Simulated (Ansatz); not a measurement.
# Al₂NH₅: inputs that go wrong

Aim: try 3 inputs for Al₂NH₅ as typed, read how each ends, and find what has to change.

Computed with Ansatz 0.2.0, Gaussian basis. Level: the settings change from run to run.

## (1) The molecule

The geometry comes from an earlier relaxation with PBE0-D4 in a triple-zeta def2 set; it is a stationary point, not always the lowest conformer.

SMILES `[AlH2][NH][AlH2]`, 8 atoms, charge 0, spin multiplicity 1.

Atoms are counted from 1 here; the program's logs count them from 0.

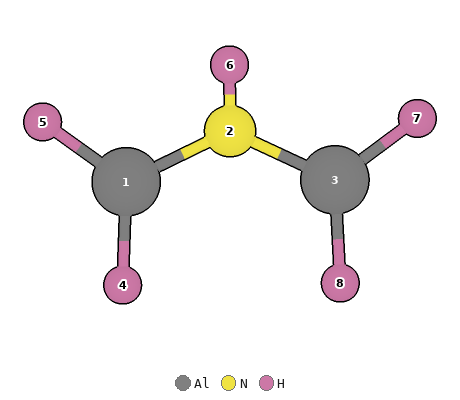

The geometry (aluminium grey, nitrogen yellow, hydrogen pink); atoms are numbered from 1 in the order of the file.

## (2) Input 1

Contents of in.yaml:

```yaml
crystal:
  periodic: [false, false, false]
  atoms:
    - {symbol: Al, position_ang: [-1.104065, 1.007198, -0.404131]}
    - {symbol: N, position_ang: [0.432348, 0.408526, 0.129393]}
    - {symbol: Al, position_ang: [1.156510, -1.231468, 0.559281]}
    - {symbol: H, position_ang: [-2.464919, -0.110625, -0.569592]}
    - {symbol: H, position_ang: [-1.358218, 2.657284, -0.837089]}
    - {symbol: H, position_ang: [1.014457, 1.014679, 0.032020]}
    - {symbol: H, position_ang: [2.510505, -1.468695, 0.814116]}
    - {symbol: H, position_ang: [-0.209017, -2.330883, 0.366428]}
basis:
  gaussian: {orbitals: def2-TZVP, nuclear_model: gaussian}
hamiltonian: {xc: {name: B2GP-PLYP}}
relax: {f_tol: 0.0001, max_steps: 1}
```

The run is started by

```sh
$ ansatz run in.yaml --threads 2 --pin off --events-out ev --progress --plain --max-ram 4352MiB
```

The program printed:

```text
Functional definition: B2GP-PLYP
  name "B2GP-PLYP"
  cite "Karton, Tarnopolsky, Lamère, Schatz & Martin, J. Phys. Chem. A 112, 12868 (2008) doi:10.1021/jp801805p"
  cite "Becke, Phys. Rev. A 38, 3098 (1988) doi:10.1103/PhysRevA.38.3098"
  cite "Lee, Yang & Parr, Phys. Rev. B 37, 785 (1988) doi:10.1103/PhysRevB.37.785"
  parameter a = 0.65
  parameter c = 0.36
  exchange = (1 - a)*b88_x + a*exact_x
  correlation = (1 - c)*lyp_c + c*(mp2_os + mp2_ss)
995 factors; integrals over basis functions are off by at most 4.6e-4 eV
mean field evaluation 1: about -14744.6477 eV, gradient 5.8e1 eV
mean field evaluation 2: about -14744.7426 eV, gradient 5.8e1 eV
mean field evaluation 4: about -14751.1370 eV, gradient 4.7e0 eV
mean field evaluation 8: about -14751.2223 eV, gradient 1.0e-1 eV
mean field evaluation 16: about -14751.2224 eV, gradient 1.8e-5 eV
mean field -14751.22235295 eV, -542.0974227332 hartree, gradient 1.4e-6 eV, S^2 0.000000; 0 other end points of the search recorded, 0 dependent functions left out
11 core orbitals not correlated: weight in the atoms' cores, before any rotation towards them, 1.000 or more for the frozen orbitals, at most 0.000 for the correlated occupied ones
reference -14751.22249521 eV, -542.0974279612 hartree; 8, 8 occupied and 116, 116 virtual orbitals, 995 factors
second order -11.37804961 eV of doubles, -0.00000000 eV of singles
the calculation of the forces begins
relax step   1: F+E_penalty+E_count = -14755.31845081 eV  Δ(F+E_penalty+E_count) = +0.000e0 eV  max|allowed force component| = 9.909e0 eV/Å  Δτ_max = 0.0000 Å  (40 SCF iters, accepted)
Error: geometry relaxation did not converge after 1 steps: max|allowed force component| = 9.91e0 eV/Å (threshold 1.0e-4). Raise `relax.max_steps` over both its present limit and 1, loosen `relax.f_tol`, or start from a geometry closer to equilibrium. Where this run's directory can be resumed (`checkpoint.write`), a resume goes on for up to `relax.max_steps` more
```

Wall time 6.5 s (2 threads of Intel Xeon at 2.80GHz, shared host); peak memory 0.48 GiB.

What is wrong: It stopped unconverged. The relaxation is allowed too few steps for its threshold. The start was also shaken off the relaxed geometry, so there is far to go. Cure: raise relax.max_steps.

## (3) Input 2

Contents of in.yaml:

```yaml
crystal:
  periodic: [false, false, false]
  atoms:
    - {symbol: Al, position_ang: [-1.310233, 1.013301, -0.471693]}
    - {symbol: N, position_ang: [0.521907, 0.461681, 0.019078]}
    - {symbol: Al, position_ang: [1.073847, -1.262029, 0.528527]}
    - {symbol: H, position_ang: [-2.251748, -0.131115, -0.511781]}
    - {symbol: H, position_ang: [-1.441004, 2.564899, -0.864349]}
    - {symbol: H, position_ang: [1.058681, 1.270328, 0.050163]}
    - {symbol: H, position_ang: [2.484067, -1.490231, 0.811827]}
    - {symbol: H, position_ang: [-0.095512, -2.348338, 0.406946]}
basis:
  gaussian: {orbitals: "6-31++G**"}
hamiltonian: {xc: {name: wB97M-V}}
relax: {f_tol: 0.001, max_steps: 3}
```

Same command.

The program printed:

```text
Functional definition: wB97M-V
  name "wB97M-V"
  cite "Mardirossian & Head-Gordon, J. Chem. Phys. 144, 214110 (2016) doi:10.1063/1.4952647"
  cite "Becke, J. Chem. Phys. 107, 8554 (1997) doi:10.1063/1.475007"
  cite "Vydrov & Van Voorhis, J. Chem. Phys. 133, 244103 (2010) doi:10.1063/1.3521275"
  # Of w^i u^j: cxij and so on, Table III.
  parameter omega = 0.3/bohr
  parameter cx = 0.15
  parameter cx01 = 1.007
  parameter cx10 = 0.259
  parameter css00 = 0.443
  parameter css04 = -1.437
  parameter css10 = -4.535
  parameter css20 = -3.390
  parameter css43 = 4.278
  parameter cos00 = 1.000
  parameter cos10 = 1.358
  parameter cos20 = 2.924
  parameter cos21 = -8.812
  parameter cos60 = -1.390
  parameter cos61 = 9.142
  parameter b = 6.0
  parameter c = 0.01
  gx(w, u) = 1 - cx + cx01*u + cx10*w
  gss(w, u) = css00 + css04*u^4 + css10*w + css20*w^2 + css43*w^4*u^3
  gos(w, u) = cos00 + cos10*w + (cos20 + cos21*u)*w^2 + (cos60 + cos61*u)*w^6
  exchange = spin_sum(e_x_unif_sr(omega)*gx(b97_w, b97_u_x)) + cx*exact_x_sr(omega) + exact_x_lr(omega)
  correlation = spin_sum(e_c_pw_mod_same_spin*gss(b97_w, b97_u_same))
      + integral(e_c_pw_mod_opposite_spin*gos(b97_w_opposite, b97_u_opposite)) + vv10(b, c)
909 factors; integrals over basis functions are off by at most 2.4e-4 eV
339 factors; integrals over basis functions are off by at most 1.4e-6 eV
mean field evaluation 1: about -14755.0012 eV, gradient 6.2e1 eV
mean field evaluation 2: about -14746.1800 eV, gradient 8.3e1 eV
mean field evaluation 4: about -14763.3585 eV, gradient 5.7e-1 eV
mean field evaluation 8: about -14763.3672 eV, gradient 9.7e-3 eV
mean field -14763.36720258 eV, -542.5437377251 hartree, gradient 2.0e-5 eV, S^2 0.000000; 0 other end points of the search recorded, 0 dependent functions left out
the calculation of the forces begins
reference -14763.36729573 eV, -542.5437411483 hartree; 19, 19 occupied and 76, 76 virtual orbitals, 909 factors
relax step   1: F+E_penalty+E_count = -14763.36720258 eV  Δ(F+E_penalty+E_count) = +0.000e0 eV  max|allowed force component| = 3.560e0 eV/Å  Δτ_max = 0.0000 Å  (24 SCF iters, accepted)
these checks for a lower state are left out or cut short: starts, cluster_reference, orbital_swaps, neighbouring_geometries, increment
909 factors; integrals over basis functions are off by at most 2.4e-4 eV
339 factors; integrals over basis functions are off by at most 1.3e-6 eV
mean field evaluation 16: about -14763.7978 eV, gradient 6.0e0 eV
mean field -14763.93498393 eV, -542.5646033049 hartree, gradient 1.7e-5 eV, S^2 0.000000; 0 other end points of the search recorded, 0 dependent functions left out
the calculation of the forces begins
reference -14763.93507797 eV, -542.5646067610 hartree; 19, 19 occupied and 76, 76 virtual orbitals, 909 factors
relax step   2: F+E_penalty+E_count = -14763.93498393 eV  Δ(F+E_penalty+E_count) = -5.678e-1 eV  max|allowed force component| = 1.367e0 eV/Å  Δτ_max = 0.0981 Å  (28 SCF iters, accepted)
these checks for a lower state are left out or cut short: starts, cluster_reference, orbital_swaps, neighbouring_geometries, increment
909 factors; integrals over basis functions are off by at most 2.6e-4 eV
339 factors; integrals over basis functions are off by at most 1.3e-6 eV
mean field -14763.99506632 eV, -542.5668112921 hartree, gradient 6.9e-6 eV, S^2 0.000000; 0 other end points of the search recorded, 0 dependent functions left out
the calculation of the forces begins
reference -14763.99516045 eV, -542.5668147510 hartree; 19, 19 occupied and 76, 76 virtual orbitals, 909 factors
relax step   3: F+E_penalty+E_count = -14763.99506632 eV  Δ(F+E_penalty+E_count) = -6.008e-2 eV  max|allowed force component| = 4.743e-1 eV/Å  Δτ_max = 0.1209 Å  (28 SCF iters, accepted)
Error: geometry relaxation did not converge after 3 steps: max|allowed force component| = 4.74e-1 eV/Å (threshold 1.0e-3). Raise `relax.max_steps` over both its present limit and 3, loosen `relax.f_tol`, or start from a geometry closer to equilibrium. Where this run's directory can be resumed (`checkpoint.write`), a resume goes on for up to `relax.max_steps` more
```

Run time: 16 s. Hardware: 2 threads of Intel Xeon at 2.80GHz, shared host; peak memory 0.35 GiB.

What is wrong: It stopped unconverged. The relaxation is allowed too few steps for its threshold. The start was also shaken off the relaxed geometry, so there is far to go. Fix: raise relax.max_steps.

## (4) Input 3

Contents of in.yaml:

```yaml
crystal:
  periodic: [false, false, false]
  atoms:
    - {symbol: Al, position_ang: [-1.142599, 1.021175, -0.500219]}
    - {symbol: N, position_ang: [0.447310, 0.413191, 0.039025]}
    - {symbol: Al, position_ang: [0.944793, -1.248403, 0.463120]}
    - {symbol: H, position_ang: [-2.321139, -0.025100, -0.641702]}
    - {symbol: H, position_ang: [-1.307226, 2.566855, -0.812142]}
    - {symbol: H, position_ang: [1.175065, 1.114920, 0.115352]}
    - {symbol: H, position_ang: [2.442181, -1.509341, 0.913970]}
    - {symbol: H, position_ang: [-0.146187, -2.390397, 0.366797]}
basis:
  gaussian: {orbitals: def2-mTZVP, final_grid: {core_spheres: 5, valence_spheres: 4, degree: 11}}
magnetization: {spin_polarized: true, initial_magnetization: 4}
hamiltonian: {xc: {name: PBE-QIDH}}
```

Launched as before.

The program printed, cut to the lines that bear on the results:

```text
Functional definition: PBE-QIDH
  name "PBE-QIDH"
  cite "Brémond, Sancho-García, Pérez-Jiménez & Adamo, J. Chem. Phys. 141, 031101 (2014) doi:10.1063/1.4890314"
  cite "Perdew, Burke & Ernzerhof, Phys. Rev. Lett. 77, 3865 (1996) doi:10.1103/PhysRevLett.77.3865"
[...]
722 factors; integrals over basis functions are off by at most 1.1e-3 eV
[...]
mean field -14739.09203256 eV, -541.6516416812 hartree, gradient 1.9e-6 eV, S^2 6.032574; 8 other end points of the search recorded, 0 dependent functions left out
11 core orbitals not correlated: weight in the atoms' cores, before any rotation towards them, 1.000 or more for the frozen orbitals, at most 0.000 for the correlated occupied ones
reference -14739.09204738 eV, -541.6516422259 hartree; 10, 6 occupied and 57, 61 virtual orbitals, 722 factors
second order -7.35058581 eV of doubles, -0.00000000 eV of singles
Total energy: -14741.54224265 eV, -541.7416852412 hartree
```

Wall time 11 s (2 threads of Intel Xeon at 2.80GHz, shared host); peak memory 0.35 GiB.

Diagnosis: The run converged, but a converged run isn't a right one. The spin is set far too high for this molecule. It asks for 4 unpaired electrons; the ground state has 0. Its energy belongs to an excited spin state, not the ground state. Fix: set initial_magnetization back to that of the ground state.

## (5) Summary

```
input                level          ended                                                      cause   time
    1  B2GP-PLYP/def2-TZVP  not converged  the relaxation is allowed too few steps for its threshold  6.5 s
    2    wB97M-V/6-31++G**  not converged  the relaxation is allowed too few steps for its threshold   16 s
    3  PBE-QIDH/def2-mTZVP      converged             the spin is set far too high for this molecule   11 s
```

**Reading.** 2 not converged, 1 converged. The dangerous case is the input that converges on a wrong geometry, charge, spin, basis or grid: often only a look at the input shows it.
